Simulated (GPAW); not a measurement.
# Al K-edge XANES of Al2Ru (I4/mmm), part 3 of 3

What does one-electron theory with a core hole give for the Al K edge of Al2Ru (I4/mmm)?

GPAW 26.7.0; X-ray absorption from dipole matrix elements to empty bands, plane-wave PAW LDA.

So far. Step 5 (Spectrum with XCH, Al atom 2): Main maxima below 24 eV (height): 3.4 eV (1.32), 5.1 eV (1.29) and 8.7 eV (1.51).  Step 5 (Spectrum with XCH, Al atom 2): The total-energy difference is 1563.35 eV. One term is added: -13.88 eV, since the hole is spin-paired here and a spin-polarised one costs that much less in the free atom (computed apart). The photon energy is then 1549.47 eV. The tabulated edge of the element is 1559 eV.

## Step 7: Spectrum with XCH, Al atom 2

A smaller cell brings the holes closer; here they are 4.4 Å apart.

Changed against the first core-hole run: supercell atoms from 27 to 9; the field's mesh follows (4×4×4 to 7×7×7).

xas.py

```python
import numpy as np
from ase import Atoms
from ase.parallel import parprint, paropen
from gpaw import GPAW, PW, FermiDirac, Mixer, MixerDif, setup_paths
from gpaw.test import gen
setup_paths.insert(0, '.')
gen('Al', name='fch1s', xcname='LDA', corehole=(1, 0, 1), write_xml=True)
from gpaw.mpi import world
world.barrier()

atoms = Atoms('Ru3Al6',
    cell=[[-3.12084324, 3.12084324, 0],
     [1.56042162, -1.56042162, -4.22180559],
     [-3.12084324, -6.24168648, -0]],
    scaled_positions=[[0, 0, 0],
     [0.66666667, 0, 0.33333333],
     [0.33333333, 0, 0.66666667],
     [0.65920219, 0.31840438, 0],
     [0.32586886, 0.31840438, 0.33333333],
     [0.99253552, 0.31840438, 0.66666667],
     [0.34079781, 0.68159562, 0],
     [0.00746448, 0.68159562, 0.33333333],
     [0.67413114, 0.68159562, 0.66666667]],
    pbc=True)
atoms.calc = calc = GPAW(legacy_gpaw=True, mode=PW(430), xc='LDA', setups={3: 'fch1s'},
    kpts={'size': (7, 7, 7), 'gamma': True}, occupations=FermiDirac(0.1),
    charge=-1, mixer=Mixer(0.1, 5, 50), maxiter=150,
    convergence={'density': 0.0001}, txt='scf.txt')
energy = atoms.get_potential_energy() + calc.get_reference_energy()
ef = calc.get_fermi_level()
out = dict(energy=energy, fermi=ef, forces=atoms.get_forces().tolist())
parprint(f'all-electron energy {energy:.4f} eV, Fermi level {ef:.4f} eV')
ev = np.array([[calc.get_eigenvalues(k, s) for k in range(len(calc.get_ibz_k_points()))] for s in range(calc.get_number_of_spins())])
out['homo'], out['lumo'], out['counts'] = ev[ev < ef].max(), ev[ev > ef].min(), sorted(set((ev < ef).sum((0, 2)).tolist()))
out['filled'] = (ev[:, 0] < ef).sum(1).tolist()

from ase.units import Ha
from gpaw.xas import dipole_matrix_elements
nb = int(calc.get_number_of_electrons() / 2) + 91
top, nb = nb, nb + 8 + nb // 12
nscf = calc.fixed_density(kpts={'size': (8, 8, 8), 'gamma': True}, nbands=nb,
    convergence={'bands': top, 'eigenstates': 1e-5}, maxiter=60, txt='nscf.txt')
cell = atoms.cell.array
ops = [cell.T @ U.T @ np.linalg.inv(cell.T) for U in nscf.wfs.kd.symmetry.op_scc]
E = np.arange(-6, 34, 0.1)
fwhm = np.interp(E, [4, 25], [0.9, 3.5])
Y, X, zero, highest = 0, 0, 1e9, 1e9
for spin in range(nscf.get_number_of_spins()):
    wfs = nscf.wfs
    A = dipole_matrix_elements(wfs.setups[3])
    eps = np.zeros((wfs.kd.nibzkpts, nb))
    d = np.zeros((3, A.shape[1], wfs.kd.nibzkpts, nb), complex)
    for kpt in wfs.kpt_u:
        if kpt.s == spin and 3 in kpt.P_ani:
            eps[kpt.k] = kpt.eps_n * Ha
            d[:, :, kpt.k] = (kpt.weight * wfs.nspins / 2) ** 0.5 * np.inner(A, kpt.P_ani[3])
    world.sum(eps)
    world.sum(d)
    T = np.einsum('amkn,bmkn->abkn', d, d.conj()).real
    T = sum(np.einsum('ai,ijkn,bj->abkn', R, T, R) for R in ops) / len(ops)
    empty = eps > ef
    zero, highest = min(zero, eps[empty].min()), min(highest, eps[:, top - 1].min())
    lines = [(eps, T, empty)] if spin == 0 else lines + [(eps, T, empty)]
for eps, T, empty in lines:
    f = np.einsum('aakn->akn', T).reshape(3, -1)
    x = eps.ravel() - zero
    w = np.interp(x, E, fwhm) / 2.35482
    g = np.exp(-0.5 * ((E[:, None] - x) / w) ** 2) / (w * (2 * np.pi) ** 0.5)
    Y = Y + (f * empty.ravel()) @ g.T
    X = X + (f * ~empty.ravel()) @ g.T
out.update(E=E.round(2).tolist(), xas=Y.tolist(), xes=X.tolist(), zero=zero, valid=highest - zero, nk=len(eps), nb=nb)
for i in range(0, len(E), 10):
    parprint(f'{E[i]:7.2f}', *(f'{v:10.3e}' for v in Y[:, i]))
import json
with paropen('out.json', 'w') as f:
    json.dump(out, f)
```

Command:

```bash
> OMP_NUM_THREADS=1 mpirun -n 4 gpaw python xas.py
```

Numbers of over 12 decimals in the logs are rounded to 6 here.

Log:

```text
Input parameters:
  charge: -1
  convergence: {density: 0.0001}
  kpts: {gamma: True,
         size: (7, 7, 7)}
  maxiter: 150
  mixer: {backend: pulay,
          beta: 0.1,
          method: separate,
          nmaxold: 5,
          weight: 50}
  mode: {ecut: 430.0,
         name: pw}
  occupations: {fixmagmom: False,
                name: fermi-dirac,
                width: 0.1}
  setups: {3: fch1s}

Initialize ...

[...]
warnings.warn('Using symmetrized grid: ({},{},{}).\n'.format(*N_c))
<dir> UserWarning: Initial realspace grid (24,24,35) inconsistent with symmetries.
  warnings.warn(
<dir> UserWarning: Using symmetrized grid: (35,35,35).

  warnings.warn('Using symmetrized grid: ({},{},{}).\n'.format(*N_c))
all-electron energy -407341.0693 eV, Fermi level 10.3070 eV
[...]
32.00  6.623e-06  6.623e-06  6.630e-06
  33.00  6.774e-06  6.774e-06  6.871e-06
[key lines of the parts left out:]
Converged after 16 iterations.
Dipole moment: (0.016744, -0.016744, -0.001653) |e|*Ang
Free energy:    -73.397994
Fermi level: 10.30698
```

Elapsed: 5 min, on 4 MPI ranks of Arm Neoverse V2, shared host; peak memory 0.58 GiB.

These settings depart from the first run's and aren't meant as converged.

The scaled spectrum changes by 6 % r.m.s. The highest intensity below 16 eV goes from 8.7 eV (1.51) to 8.4 eV (1.51).

| E (eV) | first run | this run |
| --- | --- | --- |
| -2.0 | 0.00 | 0.00 |
| -0.5 | 0.05 | 0.07 |
| 1.0 | 0.49 | 0.53 |
| 2.5 | 1.11 | 1.20 |
| 4.0 | 1.24 | 1.43 |
| 5.5 | 1.28 | 1.21 |
| 7.0 | 1.09 | 1.02 |
| 8.5 | 1.48 | 1.50 |
| 10.0 | 1.15 | 1.11 |
| 11.5 | 1.06 | 1.05 |
| 13.0 | 0.94 | 0.94 |
| 14.5 | 0.89 | 0.93 |
| 16.0 | 0.84 | 0.82 |
| 17.5 | 0.76 | 0.76 |
| 19.0 | 0.74 | 0.72 |
| 20.5 | 0.67 | 0.66 |
| 22.0 | 0.67 | 0.67 |
| 23.5 | 0.71 | 0.69 |
| 25.0 | 0.73 | 0.71 |
| 26.5 | 0.70 | 0.69 |
| 28.0 | 0.68 | 0.68 |
| 29.5 | 0.70 | 0.73 |
| 31.0 | 0.80 | 0.84 |

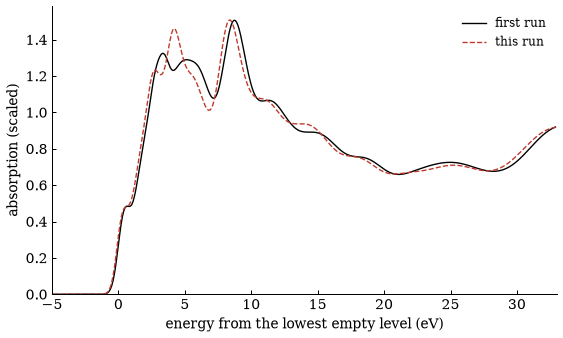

This run beside the first core-hole run.

## Step 8: With and without the hole

Both curves are counted from their own zero, so only the shift of weight within the empty states shows.

| E (eV) | no hole | XCH |
| --- | --- | --- |
| -2.0 | 0.00 | 0.00 |
| -1.0 | 0.00 | 0.00 |
| 0.0 | 0.14 | 0.27 |
| 1.0 | 0.33 | 0.49 |
| 2.0 | 0.39 | 0.88 |
| 3.0 | 0.74 | 1.29 |
| 4.0 | 0.86 | 1.24 |
| 5.0 | 0.93 | 1.29 |
| 6.0 | 1.02 | 1.25 |
| 7.0 | 1.00 | 1.09 |
| 8.0 | 0.94 | 1.30 |
| 9.0 | 1.29 | 1.48 |
| 10.0 | 1.44 | 1.15 |
| 11.0 | 1.29 | 1.06 |
| 12.0 | 1.31 | 1.04 |
| 13.0 | 1.26 | 0.94 |
| 14.0 | 1.19 | 0.89 |
| 15.0 | 1.19 | 0.89 |
| 16.0 | 1.17 | 0.84 |
| 17.0 | 1.08 | 0.78 |
| 18.0 | 0.99 | 0.76 |
| 19.0 | 0.96 | 0.74 |
| 20.0 | 0.92 | 0.69 |
| 21.0 | 0.86 | 0.66 |
| 22.0 | 0.83 | 0.67 |
| 23.0 | 0.84 | 0.70 |
| 24.0 | 0.85 | 0.72 |
| 25.0 | 0.86 | 0.73 |
| 26.0 | 0.85 | 0.72 |
| 27.0 | 0.82 | 0.69 |
| 28.0 | 0.77 | 0.68 |
| 29.0 | 0.73 | 0.69 |
| 30.0 | 0.72 | 0.73 |
| 31.0 | 0.75 | 0.80 |
| 32.0 | 0.83 | 0.88 |

With each curve scaled to its own mean, the area from −2 to 6 eV with the hole is 6.1 against 3.9, and the centre of weight from −1 to 20 eV moves by -1.5 eV: the hole pulls the absorber's empty states down.

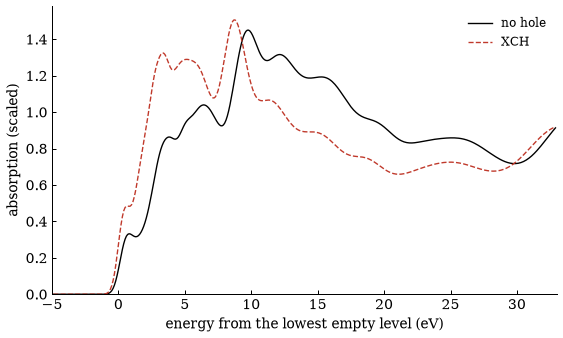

The Al K edge with and without the core hole, each from its own zero; the highest intensity below 16 eV lies at 8.7 eV with the hole.

## Step 9: Outcome

| Quantity | Value |
| --- | --- |
| absorber and edge | Al K, atom 2 of the ground-state input (counted from 1) |
| surroundings | 4 Ru at 2.58 Å, 5 Al at 2.69 Å, 1 Ru at 2.88 Å and 4 Al at 3.12 Å (14-fold, site symmetry 4mm) |
| highest intensity below 16 eV | 8.7 eV above the zero, height 1.51 |
| photon energy of the zero, with the added terms | 1549.5 eV (raw 1563.3 eV; LDA puts this hole about 7 eV below PBE, itself good to a few eV) |

In words: The Al K edge of atom 2, with 4 Ru at 2.58 Å, 5 Al at 2.69 Å, 1 Ru at 2.88 Å and 4 Al at 3.12 Å (14-fold, site symmetry 4mm), has its highest intensity of the first 16 eV at 8.7 eV above the zero, near 1558 eV in photon energy (LDA puts this hole about 7 eV below PBE, itself good to a few eV), 1.5 times the mean level of the first 20 eV (Gaussian full width 0.9 eV up to 4 eV, rising linearly to 3.5 eV at 25 eV). With each curve scaled to its own mean, the area from −2 to 6 eV with the hole is 6.1 against 3.9, and the centre of weight from −1 to 20 eV moves by -1.5 eV: the hole pulls the absorber's empty states down. A cell with holes 4.4 Å apart changes the curve by 6 % r.m.s. (5 % after the best shift). At the Al K edge of atom 2 polarisation matters most near 2.8 eV, where the curves differ by 0.6 on this scale. Lifetime broadening is put in by hand, and intensities beyond about 20 eV depend on it and on the partial waves; weight that the partial waves miss at high energy is lost. The structure is a computed Materials Project entry and may be a hypothetical form.

[Banner, clock and machine lines of the logs are left out without a mark of their own.]

[Logs are printed without paths, hosts, clocks, repeated set-up lines and the standing remarks that a program may print on its own settings, such as how far it seeks lower states.]

[Hosts, paths, dates, database ids (printed as entryN), source tags and the programs' standing remarks are cut or masked in the printed files.]

[Lists of maxima count a maximum above −3 eV only where it reaches 4 % of the highest in the window and stands out from its surroundings by 2 % of it (1.5 % where it reaches 55 %); shoulders and weaker maxima are passed over, and of the rest the first, up to two pre-edge ones and the few strongest are named.]
